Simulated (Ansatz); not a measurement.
# B3LYP/def2-SVP (core potential) run of SnNH4F (SMILES [NH2][SnH2][F])

What is the vertical singlet–triplet gap of SnNH4F at B3LYP/def2-SVP (core potential)? 

The calculation is run with Ansatz 0.2.0.

59 further runs of the same task are left out: 1 that didn't finish, 58 set aside as unsound or not needed.

**1. The structure to begin with**

SnNH4F: 7 atoms, total charge 0, spin state singlet. As SMILES, `[NH2][SnH2][F]`. Geometry: relaxed at PBE0-D4/def2-TZVP. This is one conformer, not always the lowest.

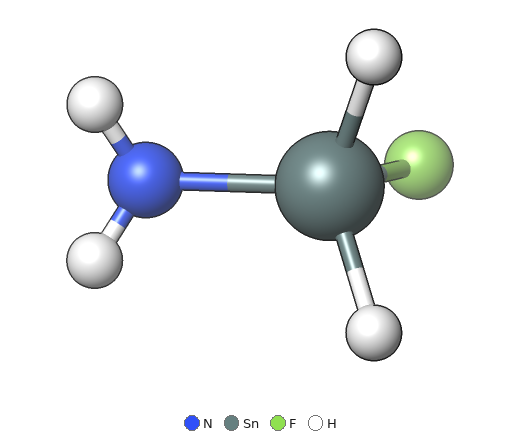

Viewed from a chosen angle; nitrogen blue, tin teal, fluorine green, hydrogen white.

**2. A single-point energy at B3LYP/def2-SVP (core potential)**

Input file in.yaml:

```yaml
crystal:
  periodic: [false, false, false]
  atoms:
    - {symbol: N, position_ang: [-0.824600, 0.088300, -0.943000]}
    - {symbol: Sn, position_ang: [0.497700, -0.065100, 0.542900]}
    - {symbol: F, position_ang: [0.233900, -1.827500, 1.272400]}
    - {symbol: H, position_ang: [-1.584200, 0.741400, -0.829600]}
    - {symbol: H, position_ang: [-0.469500, 0.125500, -1.885700]}
    - {symbol: H, position_ang: [0.113100, 0.971100, 1.833800]}
    - {symbol: H, position_ang: [2.094900, -0.101800, -0.036600]}
basis:
  gaussian: {orbitals: def2-SVP}
magnetization: {spin_polarized: false, initial_magnetization: 0}
hamiltonian: {xc: {name: B3LYP}}
accuracy: high
output: {orbitals: {seedname: orbitals}}
```

Launch:

```console
$ ansatz run in.yaml --threads 1 --pin off --max-ram 3480MiB --events-out events.jsonl --progress --plain --runs-dir runs
```

Log:

```text
Warning: RAYON_NUM_THREADS=1 ignored (pool sized by the plan → 1); use --threads N
Functional definition: B3LYP
  name "B3LYP"
  parameter a0 = 0.2
  parameter ax = 0.72
  parameter ac = 0.81
  exchange = (1 - a0 - ax)*slater_x + ax*b88_x + a0*exact_x
  correlation = (1 - ac)*vwn_rpa_c + ac*lyp_c
1764 factors; integrals over basis functions are off by at most 2.9e-9 eV
mean field evaluation 1: about -10093.7400 eV, gradient 6.6e1 eV
mean field evaluation 2: about -10062.8933 eV, gradient 1.3e2 eV
mean field evaluation 4: about -10102.1170 eV, gradient 6.0e0 eV
mean field evaluation 8: about -10102.2701 eV, gradient 5.1e-1 eV
mean field evaluation 16: about -10102.2708 eV, gradient 2.1e-5 eV
mean field -10102.27083253 eV, -371.2516055304 hartree, gradient 9.6e-8 eV, S^2 0.000000; 0 other end points of the search recorded, 0 dependent functions left out
reference -10102.27087203 eV, -371.2516069818 hartree; 21, 21 occupied and 53, 53 virtual orbitals, 1764 factors
Total energy: -10102.27087203 eV, -371.2516069818 hartree
```

Run time: 4.5 s. Hardware: 1 thread of Intel Xeon Platinum 8488C (Sapphire Rapids), shared host; peak memory 0.25 GiB.

**3. The triplet**

Input file molecule.yaml:

```yaml
crystal:
  periodic: [false, false, false]
  atoms:
    - {symbol: N, position_ang: [-0.824600, 0.088300, -0.943000]}
    - {symbol: Sn, position_ang: [0.497700, -0.065100, 0.542900]}
    - {symbol: F, position_ang: [0.233900, -1.827500, 1.272400]}
    - {symbol: H, position_ang: [-1.584200, 0.741400, -0.829600]}
    - {symbol: H, position_ang: [-0.469500, 0.125500, -1.885700]}
    - {symbol: H, position_ang: [0.113100, 0.971100, 1.833800]}
    - {symbol: H, position_ang: [2.094900, -0.101800, -0.036600]}
basis:
  gaussian:
    orbitals: def2-SVP
hamiltonian:
  xc: {name: B3LYP}
accuracy: high
magnetization:
  spin_polarized: true
  initial_magnetization: 2
output: {orbitals: {seedname: orbitals}}
```

Launch:

```console
$ ansatz run molecule.yaml --threads 1 --pin off --max-ram 3480MiB --events-out events.jsonl --progress --plain --runs-dir runs
```

Log, shortened:

```text
Warning: RAYON_NUM_THREADS=1 ignored (pool sized by the plan → 1); use --threads N
[... 7 set-up lines as earlier in the session ...]
1764 factors; integrals over basis functions are off by at most 2.9e-9 eV
mean field evaluation 1: about -10084.5065 eV, gradient 5.0e1 eV
mean field evaluation 2: about -10021.1063 eV, gradient 1.1e2 eV
mean field evaluation 4: about -10088.3902 eV, gradient 3.8e1 eV
mean field evaluation 8: about -10096.6761 eV, gradient 1.9e0 eV
mean field evaluation 16: about -10096.8125 eV, gradient 8.6e-3 eV
mean field evaluation 32: about -10096.8125 eV, gradient 1.0e-6 eV
mean field -10096.81250520 eV, -371.0510157007 hartree, gradient 3.7e-8 eV, S^2 2.003559; 2 other end points of the search recorded, 0 dependent functions left out
reference -10096.81254576 eV, -371.0510171912 hartree; 22, 20 occupied and 52, 54 virtual orbitals, 1764 factors
Total energy: -10096.81254576 eV, -371.0510171912 hartree
```

Run time: 13 s. Hardware: 1 thread of Intel Xeon Platinum 8488C (Sapphire Rapids), shared host; peak memory 0.35 GiB.

**4. Summary of results**

Level: B3LYP/def2-SVP (core potential).

| quantity | value |
| --- | --- |
| singlet: total energy | -371.25161 Eh |
| singlet: HOMO energy | -7.12 eV |
| singlet: LUMO energy | -0.07 eV |
| singlet: HOMO–LUMO gap | 7.05 eV |
| triplet: total energy | -371.05102 Eh |
| triplet: HOMO energy (highest over α and β) | -2.30 eV |
| triplet: ⟨S²⟩ | 2.004 |
| vertical energy of the triplet above the singlet | 5.458 eV |

**Reading.** At this shape the triplet lies 5.46 eV (527 kJ/mol) above the singlet.
